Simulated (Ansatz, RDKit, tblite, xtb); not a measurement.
## TiNH2Cl3 (SMILES [NH2][Ti]([Cl])([Cl])[Cl]): the HOMO–LUMO gap, rung by rung

TiNH2Cl3 has 7 atoms, charge 0, and is taken as a singlet. SMILES: `[NH2][Ti]([Cl])([Cl])[Cl]`. Geometry: relaxed at PBE0-D4/def2-TZVP.

Quantity: the HOMO–LUMO gap, in eV. The values are calculated.

```csv
level,kind,program,value (eV),CPU time
extended Hückel,semi-empirical,RDKit,5.70,under 2 s
GFN1-xTB,semi-empirical,tblite,2.01,under 2 s
IPEA1-xTB,semi-empirical,tblite,4.11,under 2 s
GFN0-xTB,semi-empirical,xtb,4.70,under 2 s
HF/def2-SVP,Hartree–Fock,Ansatz,12.55,10 s
SVWN5/def2-SVP,LDA,Ansatz,2.93,7.8 s
BLYP/def2-SVP,GGA,Ansatz,2.94,12 s
PBE/def2-SVP,GGA,Ansatz,2.96,13 s
revPBE/def2-SVP,GGA,Ansatz,2.96,13 s
B3LYP/def2-SVP,global hybrid,Ansatz,4.73,24 s
```

The values span 2.01 to 12.55 eV. Orbital gaps aren't excitation energies; they tend to grow with the share of exact exchange. CPU times are rough (shared hosts, several kinds of processor): they show what a rung costs within a factor of a few.

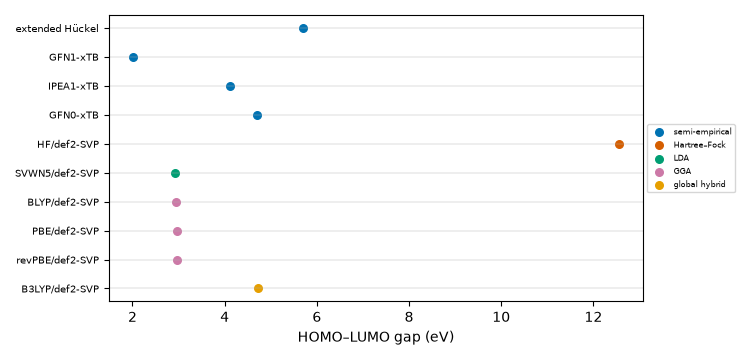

The values of the table, level by level.
